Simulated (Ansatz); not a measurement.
## CdS under a change: Cd → Ag

Base system: CdS in the zinc blende structure (space group F-43m, No. 216; a = 5.878 Å).

Modification: full substitution Cd → Ag, then cell and atoms are relaxed.

Computed with r2SCAN/PAW in Ansatz (an electronic-structure program), no spin-orbit coupling. k-mesh 14×14×14 (Γ-centred); smearing 0.05 eV (Fermi–Dirac), for the changed cell.

The volume per atom decreases by 2.81 Å³, from 25.38 Å³ to 22.57 Å³ and the density increases by 0.42 g/cm³ to 5.15 g/cm³. The lattice parameter a drops by 0.226 Å to 5.652 Å and the space group is still F-43m (No. 216). The band gap goes from 1.54 eV to zero.

Final structure:

```
CELL_PARAMETERS angstrom
      0.00000     2.82598     2.82598
      2.82598     0.00000     2.82598
      2.82598     2.82598     0.00000
ATOMIC_POSITIONS crystal
  S  0.75000 0.75000 0.75000
  Ag 0.00000 0.00000 0.00000
```

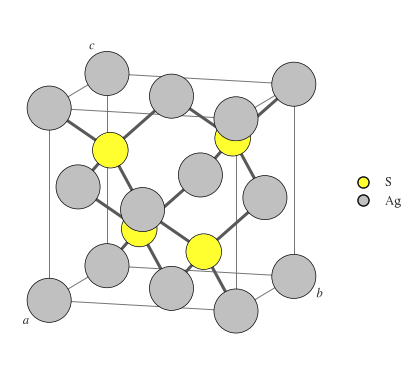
The relaxed conventional cell after the change

Stability against distortions was not tested. As relaxed here, AgS is a hypothetical phase, not in the database extracts checked. All final runs are without spin polarisation. An odd electron count without spin: AgS.
